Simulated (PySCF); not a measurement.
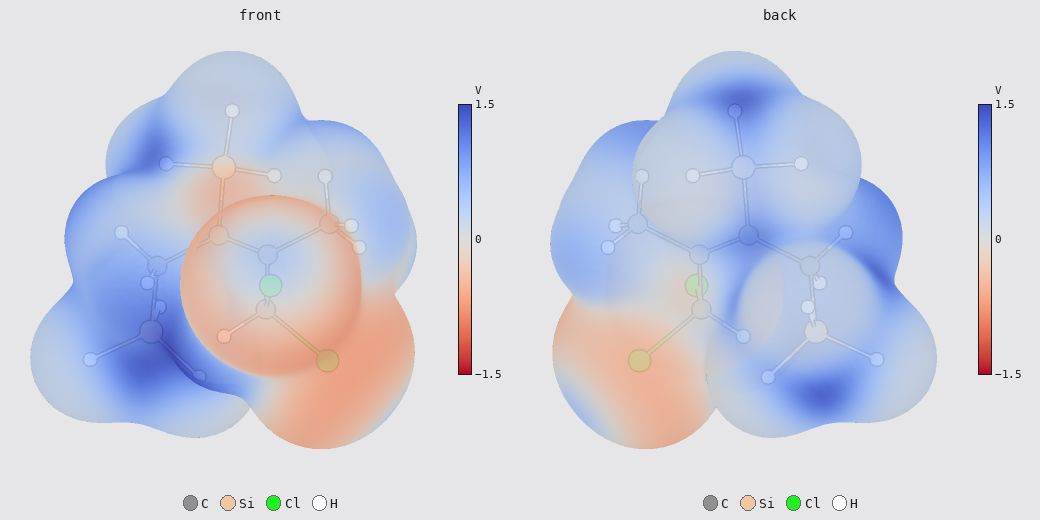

Figure. C$_{5}$H$_{12}$Cl$_{2}$Si$_{2}$ (SMILES C/C(=C(\[SiH3])C[SiH3])C(Cl)Cl). The electrostatic potential painted on the density surface at 0.002 e/bohr³, seen from the front and from behind; the colour scale runs from red (negative) to blue (positive).

Geometry: GFN2-xTB.

The calculation used PBE0/pcSseg-1, SCF density, gas phase, non-relativistic (PySCF 2.14.0).

```xyz
21

C    -2.1375    0.8852   -0.3610
C    -1.0118   -0.0929   -0.1958
C     0.2667    0.1900   -0.4788
Si    0.7791    1.9213   -1.0587
C     1.3824   -0.7949   -0.3216
Si    2.0826   -0.7765    1.4581
C    -1.4424   -1.4318    0.3068
Cl   -2.3649   -2.3086   -0.9634
Cl   -2.4764   -1.2816    1.7519
H    -2.3657    1.3627    0.5922
H    -3.0345    0.3680   -0.6972
H    -1.8877    1.6567   -1.0826
H     0.2695    2.1561   -2.4129
H     0.2798    2.9438   -0.1380
H     2.2430    1.9716   -1.0828
H     1.0665   -1.8052   -0.5848
H     2.1898   -0.5380   -1.0081
H     1.0163   -1.1141    2.4013
H     3.1558   -1.7694    1.5331
H     2.6007    0.5594    1.7495
H    -0.6203   -2.0850    0.5925
```

**Where is the surface potential most negative and most positive?**

The most negative region (about −0.7 V) lies over Cl8 and Cl9, the most positive (about +1.4 V) over Si6, H16 and H21. Cl8 shows a σ-hole: about +0.4 V at the tip opposite its bond, against about −0.4 V on its flanks. Cl9 shows a σ-hole: about +0.4 V at the tip opposite its bond, against about −0.4 V on its flanks.

**What dipole moment does the calculation give?**

Its dipole moment is 2.01 D.
